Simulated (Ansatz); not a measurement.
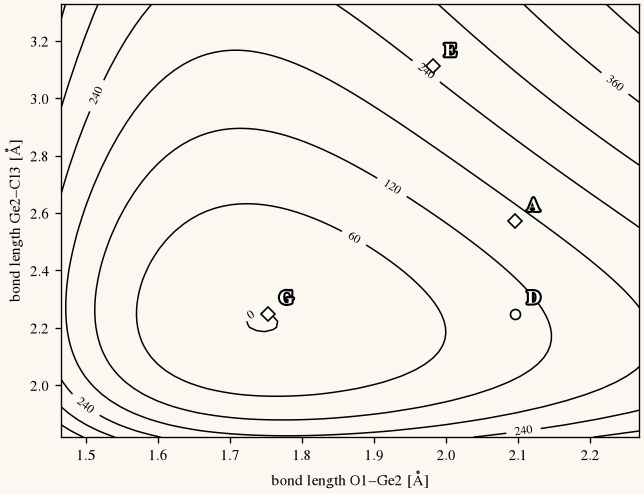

ClGeHO, SMILES [OH][Ge][Cl]. Coordinates scanned: (1) bond length O1–Ge2; (2) bond length Ge2–Cl3. Nothing is relaxed (all other coordinates rigid). Grid: 15 × 15 points. Points are written as (first, second). Energies: kJ/mol, counted from the lowest grid point. The reference is spin-restricted, which grows unreliable where a bond is stretched far. Method: RHF/def2-TZVP in Ansatz 0.2.0.

Drawn: contour lines labelled in kJ/mol, lettered points. Between grid points the surface is interpolated.

What kind of point is each of A, D, E, G: minimum, saddle, maximum or slope?

Answer. A: on a slope; D: on a slope; E: on a slope; G: minimum. (In these two coordinates alone; a stationary point may lie a little off the grid point.)

Rank the lettered points by energy, lowest first.

Answer. G (0 kJ/mol), D (102 kJ/mol), A (165 kJ/mol), E (248 kJ/mol).
